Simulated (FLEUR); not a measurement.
# GdSe: exchange couplings by hand from total energies

Aim: get Heisenberg couplings of GdSe from the energies of collinear orders, with pencil and paper, and test them on an order left out of the fit.

Method: LDA (VWN) with U = 6.7 eV, J = 0.7 eV on Gd f; all-electron FLAPW, Dirac cores, scalar-relativistic bands, in FLEUR MaX-R8.1.

### Step 1. Set-up

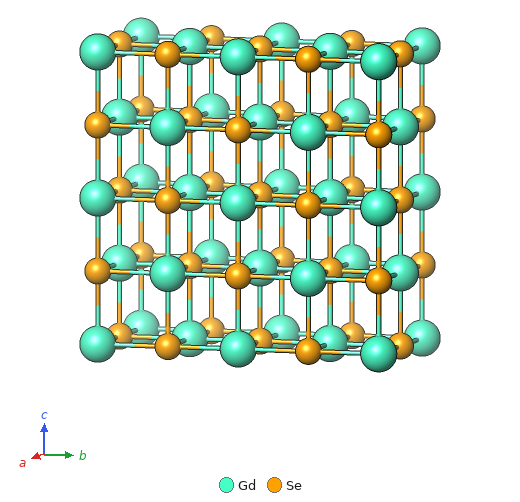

The cell as given, slightly off an axis (gadolinium teal, selenium orange). 1×2×2 cells are drawn. This picture shows the conventional cell, with its axes. Some periodic images of atoms are drawn too.

### Step 2. The parallel order

All energies count from this run. The U counters the self-interaction that shrinks the moments of a localised shell.

The file n_mmp_mat seeds the f occupations with whole cubic orbitals by Hund's first rule, so that the U acts from the first pass. inpgen writes inp.xml from crystal.txt; cutoffs, mixing, functional, smearing and local orbitals are then set in the file. The k list default-1 (kpts.xml, not shown) is a Γ-centred 6×6×6 mesh; where the ranks do not divide the number of points, some are split in two of half the weight.

The input, inp.xml:

```
<?xml version="1.0" encoding="UTF-8" standalone="no"?>
<fleurInput fleurInputVersion="0.39">
   <comment>
      GdSe
   </comment>
   <calculationSetup>
      <cutoffs Kmax="3.6" Gmax="10.8" GmaxXC="10.8" numbands="0"/>
      <scfLoop itmax="130" minDistance="0.0001" maxIterBroyd="15" imix="Anderson" alpha="0.05" precondParam="0.0" spinf="2.0" sdNocoIR="T"/>
      <coreElectrons ctail="T" frcor="F" kcrel="0" coretail_lmax="0"/>
      <xcFunctional name="vwn" relativisticCorrections="F"/>
      <magnetism jspins="2"/>
      <soc l_soc="F" theta="0.0" phi="0.0" spav="F"/>
      <expertModes spex="0" secvar="F"/>
      <geometryOptimization l_f="F" forcealpha="1.0" forcemix="BFGS" epsdisp="0.00001" epsforce="0.00001"/>
      <ldaU l_linMix="F" mixParam="0.05" spinf="1.0"/>
   </calculationSetup>
   <cell>
      <bzIntegration valenceElectrons="34.0" mode="hist" fermiSmearingEnergy="0.00183747">
         <kPointListSelection listName="default-1"/>
         <xi:include xmlns:xi="http://www.w3.org/2001/XInclude" href="kpts.xml"> </xi:include>
      </bzIntegration>
      <xi:include xmlns:xi="http://www.w3.org/2001/XInclude" href="sym.xml"> </xi:include>
      <bulkLattice scale="1.0">
         <bravaisMatrix>
            <row-1>    0.0000000000000000     5.4528047325332993     5.4528047325332993</row-1>
            <row-2>    5.4528047325332993     0.0000000000000000     5.4528047325332993</row-2>
            <row-3>    5.4528047325332993     5.4528047325332993     0.0000000000000000</row-3>
         </bravaisMatrix>
      </bulkLattice>
   </cell>
   <atomSpecies>
      <species name="Gadolinium7.000" element="Gd" atomicNumber="64">
         <mtSphere radius="2.66" gridPoints="879" logIncrement="0.015"/>
         <atomicCutoffs lmax="10" lnonsphr="8"/>
         <electronConfig flipSpins="F">
            <coreConfig>(1s1/2) (2s1/2) (2p1/2) (2p3/2) (3s1/2) (3p1/2) (3p3/2) (4s1/2) (3d3/2) (3d5/2) (4p1/2) (4p3/2) (4d3/2) (4d5/2)</coreConfig>
            <valenceConfig>(5s1/2) (5p1/2) (5p3/2) (6s1/2) (4f5/2) (4f7/2) (5d3/2) (5d5/2)</valenceConfig>
            <stateOccupation state="(4f5/2)" spinUp="2.5" spinDown="0.5"/>
            <stateOccupation state="(4f7/2)" spinUp="4.0" spinDown="0.0"/>
            <stateOccupation state="(5d3/2)" spinUp="0.4" spinDown="0.0"/>
            <stateOccupation state="(5d5/2)" spinUp="0.6" spinDown="0.0"/>
         </electronConfig>
         <energyParameters s="6" p="6" d="5" f="4"/>
         <ldaU l="3" U="6.7" J="0.7" l_amf="F"/>
         <lo type="SCLO" l="0" n="5" eDeriv="0"/>
         <lo type="SCLO" l="1" n="5" eDeriv="0"/>
      </species>
      <species name="Selenium (Se)" element="Se" atomicNumber="34">
         <mtSphere radius="2.66" gridPoints="879" logIncrement="0.014"/>
         <atomicCutoffs lmax="10" lnonsphr="8"/>
         <electronConfig flipSpins="F">
            <coreConfig>(1s1/2) (2s1/2) (2p1/2) (2p3/2) (3s1/2) (3p1/2) (3p3/2)</coreConfig>
            <valenceConfig>(4s1/2) (3d3/2) (3d5/2) (4p1/2) (4p3/2)</valenceConfig>
            <stateOccupation state="(4p1/2)" spinUp="0.666667" spinDown="0.666667"/>
            <stateOccupation state="(4p3/2)" spinUp="1.333333" spinDown="1.333333"/>
         </electronConfig>
         <energyParameters s="4" p="4" d="3" f="4"/>
      </species>
   </atomSpecies>
   <atomGroups>
      <atomGroup species="Gadolinium7.000">
         <relPos label="                   1">.0000000000 .0000000000 .0000000000</relPos>
         <force calculate="T" relaxXYZ="TTT"/>
      </atomGroup>
      <atomGroup species="Selenium (Se)">
         <relPos label="                   2">1.000/2.000 1.000/2.000 1.000/2.000</relPos>
         <force calculate="T" relaxXYZ="TTT"/>
      </atomGroup>
   </atomGroups>
   <output dos="F" band="F" slice="F">
      <bandDOS minEnergy="-.5*Htr" maxEnergy="0.5*Htr" sigma="0.015" storeEVData="T"/>
      <plotting iplot="0" polar="F">
         <plot TwoD="T" vec1="  1.0  0.0  0.0" vec2="  0.0  1.0  0.0" vec3="  0.0  0.0  1.0" zero="  0.0  0.0  0.0" file="plot"/>
      </plotting>
      <moessbauerParams electricFieldGradient="F" isomerShift="F" coreHyperfine="F" valenceHyperfine="F"/>
   </output>
</fleurInput>
```

The input, crystal.txt:

```
GdSe
&input film=F cartesian=F /
0.00000000000  2.88550000000  2.88550000000
2.88550000000  0.00000000000  2.88550000000
2.88550000000  2.88550000000  0.00000000000
1.8897261246
1.0 1.0 1.0

2
64 0.00000000000  0.00000000000  0.00000000000 : 7.000
34 0.50000000000  0.50000000000  0.50000000000

&kpt div1=6 div2=6 div3=6 gamma=T /
```

On the command line:

```sh
$ OMP_NUM_THREADS=1 inpgen -f crystal.txt > inpgen.log  # inp.xml is then edited as shown
$ OMP_NUM_THREADS=1 mpirun -n 4 fleur_MPI > fleur.log
```

Output:

```text
Welcome to FLEUR        (www.flapw.de)
      MaX-Release 8.1          (www.max-centre.eu)

 ========== k-point set info ==========
 Selected k-point list: default-1
 k-point list type: mesh
 6 x 6 x 6
 Number of k points: 16

 [... set-up left out ...]
 Iteration:     1   Distance:      22.12620637 me/bohr^3
 Iteration:     2   Distance:      21.07299743 me/bohr^3
 Iteration:     3   Distance:       2.87039766 me/bohr^3
 Iteration:     4   Distance:       0.96678595 me/bohr^3
 Iteration:     5   Distance:       0.87480925 me/bohr^3
[...]
[... left out ...]
            <freeEnergy value="-13700.2206284329"/>
            <extrapolationTo0K value="-13700.2204878989"/>
         </totalEnergy>
         [... left out ...]
         <ldaUDensityMatrixConvergence>
            <distance spin="1" distance="0.000000"/>
            <distance spin="2" distance="0.000000"/>
         </ldaUDensityMatrixConvergence>
         <densityConvergence units="me/bohr^3">
            <chargeDensity spin="1" distance="0.0000355277"/>
            <chargeDensity spin="2" distance="0.0000210632"/>
            <overallChargeDensity distance="0.0000459414"/>
            <spinDensity distance="0.0000360715"/>
         </densityConvergence>
      </iteration>
```

Run time: 14 s. Hardware: 4 MPI ranks of Arm Neoverse N1, shared host; peak memory 0.21 GiB; 57 s of CPU time.

Spin moment in the muffin-tin sphere by atom:

| atom | spin moment in the muffin-tin sphere (μB) |
| --- | --- |
| Gd1 | 7.07 |
| Se2 | -0.04 |

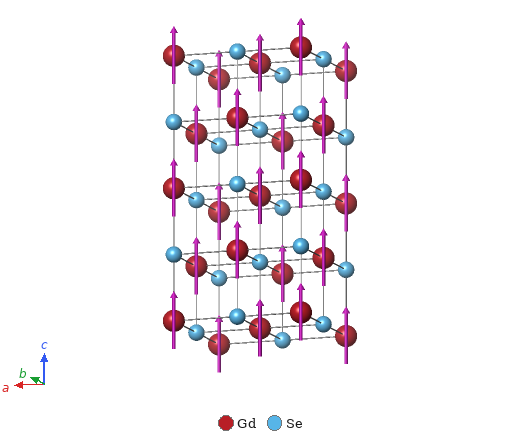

Spin moment in the muffin-tin sphere as arrows, the longest 7.07 μB. Up and down stand for the sign. Arrows give size and sign along the axis of quantisation, drawn up and down the page. 1×1×2 conventional cells are drawn. Some periodic images of atoms are drawn too.

Numbers from this step:

```
free energy                                                       : -372801.9952 eV
program's band gap on this mesh (in a metal only a level spacing) : 0.03058 eV
magnetization                                                     : 7.115 μB
final state                                                       : ferromagnetic
```

After 17 cycles the largest moment stands at 7.07 μB.

### Step 3. The orders used for the fit

The other orders were run with the same settings, on meshes that hold the same points. Free energies are divided by the number of Gd atoms; q is in fractions of the reciprocal vectors of the first run's cell.

| order | atoms | mesh | free energy (eV) | eV per Gd | largest moment (μB) |
| --- | --- | --- | --- | --- | --- |
| F + | 2 | 6×6×6 | -372801.9952 | -372801.9952 | 7.07 |
| AF q=(0,0,1/2) +- | 4 | 6×6×3 | -745604.0713 | -372802.0357 | 7.19 |

### Step 4. Counting neighbours

With E = −Σ J e_i·e_j over ordered pairs of unit vectors, turning a neighbour from parallel to opposed costs 2J a Gd atom. So an order lies 2 Σ n J over the parallel one, n being the opposed neighbours in each shell.

| shell | distance (Å) | neighbours | opposed in AF q=(0,0,1/2) +- | opposed in AF q=(0,1/2,1/2) +- |
| --- | --- | --- | --- | --- |
| J1 | 4.08 | 12 | 6 | 8 |
| J2 | 5.77 | 6 | 6 | 0 |

Only J1 is kept.

### Step 5. Solving

```
2 × 6 × J1 = -40.5 meV    (AF q=(0,0,1/2) +-)
J1 = -3.38 meV
```

### Step 6. The test

The couplings now give the orders that were left out:

```
2 × 8 × (-3.38) = -54.1 meV    (AF q=(0,1/2,1/2) +-)
```

The runs themselves:

| order | atoms | mesh | free energy (eV) | eV per Gd | largest moment (μB) | over the parallel order (meV) | foretold (meV) |
| --- | --- | --- | --- | --- | --- | --- | --- |
| AF q=(0,1/2,1/2) +- | 4 | 6×3×6 | -745604.0221 | -372802.0110 | 7.12 | -15.9 | -54.1 |

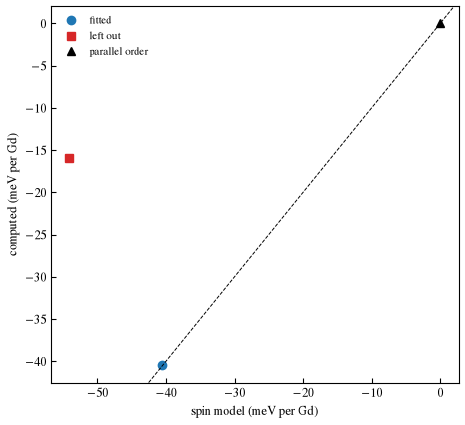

Computed energies of the orders against the model; the dashed line marks agreement.

### Step 7. One more shell

One try is to add the next shell, though changing moments can also cause the miss. Both differences then fix both couplings, and no order is left for a test.

```
2 × 6 × J1 + 2 × 6 × J2 = -40.5 meV    (AF q=(0,0,1/2) +-)
2 × 8 × J1 = -15.9 meV    (AF q=(0,1/2,1/2) +-)
J1 = -0.99 meV
J2 = -2.38 meV
```

### Step 8. Summary of results

```
effective coupling of the reversed pairs, counted on J1 (Gd–Gd at 4.08 Å) : -3.38 meV
largest miss on the orders left out                                       : 38 meV
J1 with two shells                                                        : -0.99 meV
J2 with two shells                                                        : -2.38 meV
```

The model misses the order left out by 38 meV, 94 % of the largest distance from the parallel order, so it fails: these couplings alone don't describe the crystal. With the next shell added the couplings are J1 = -0.99 and J2 = -2.38 meV, untested. The largest moments of the orders differ by 1.7 % of the greatest. One difference fixes one number: it sums all reversed shells and need not be the coupling of the nearest one, even in sign. The f shell is half filled, so the spin-only picture is fair.

[Logs and program files are shortened in this print: banners, set-up blocks, solver, clock and traceback lines can be left out without a mark of their own.]

[Logs are printed without paths, hosts, clocks, repeated set-up lines and the standing remarks that a program may print on its own settings, such as how far it seeks lower states.]

[Hosts, paths, dates, database ids (printed as entryN), source tags and the programs' standing remarks are cut or masked in the printed files.]

[Where a cell is said to come from a database of computed structures, the database is the Materials Project.]
